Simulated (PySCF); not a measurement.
```yaml
atoms:
  - { symbol: C, position_ang: [-2.4498, -0.0271, -0.1825] }
  - { symbol: C, position_ang: [-0.9557, -0.0103, -0.0723] }
  - { symbol: C, position_ang: [0.0702, -0.0276, -1.2293] }
  - { symbol: C, position_ang: [0.8977, 0.0106, 0.0659] }
  - { symbol: C, position_ang: [2.3930, 0.0273, 0.1778] }
  - { symbol: F, position_ang: [2.8096, 0.0627, 1.4558] }
  - { symbol: F, position_ang: [2.9395, 1.0947, -0.4303] }
  - { symbol: F, position_ang: [2.9594, -1.0584, -0.3772] }
  - { symbol: C, position_ang: [-0.0573, -1.0509, 0.6361] }
  - { symbol: C, position_ang: [-0.0777, 1.0793, 0.5860] }
  - { symbol: H, position_ang: [-2.7954, 0.8394, -0.7420] }
  - { symbol: H, position_ang: [-2.8995, -0.0051, 0.8077] }
  - { symbol: H, position_ang: [-2.7793, -0.9280, -0.6953] }
  - { symbol: H, position_ang: [0.1357, -0.9381, -1.8200] }
  - { symbol: H, position_ang: [0.1183, 0.8557, -1.8616] }
  - { symbol: H, position_ang: [-0.1266, -1.1082, 1.7197] }
  - { symbol: H, position_ang: [-0.0020, -2.0421, 0.1924] }
  - { symbol: H, position_ang: [-0.1486, 1.1862, 1.6657] }
  - { symbol: H, position_ang: [-0.0412, 2.0491, 0.0958] }
```

Geometry: GFN2-xTB.

The calculation used PBE0/pcSseg-1, SCF density, gas phase, non-relativistic (PySCF).

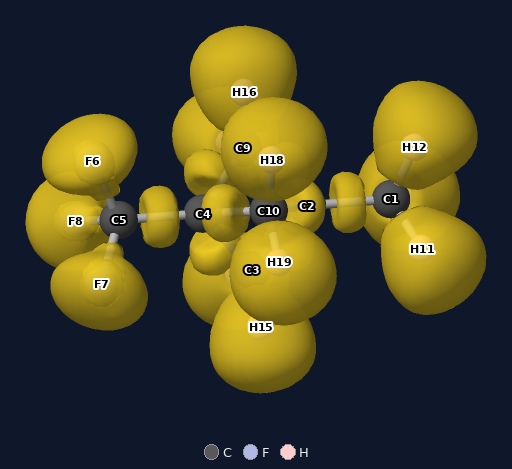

C7H9F3 (SMILES C[C@]12C[C@](C(F)(F)F)(C1)C2). Isosurface of the electron localisation function at 0.75 (yellow), seen at an oblique angle. Core shells and regions of very low density are left out.

Describe the localisation domains.

The ELF exceeds this value in eight regions between bonded C–C atoms (shared pairs), nine regions around hydrogen nuclei and three regions on F in which the atom's valence shell and bonds are merged. Along the contacts the grid gives the following. C–F (1.34 Å): the ELF peaks at about 0.85 between the atoms; a polar covalent bond. C–C (1.50 Å): the ELF peaks at about 0.95 between the atoms; a shared electron pair.
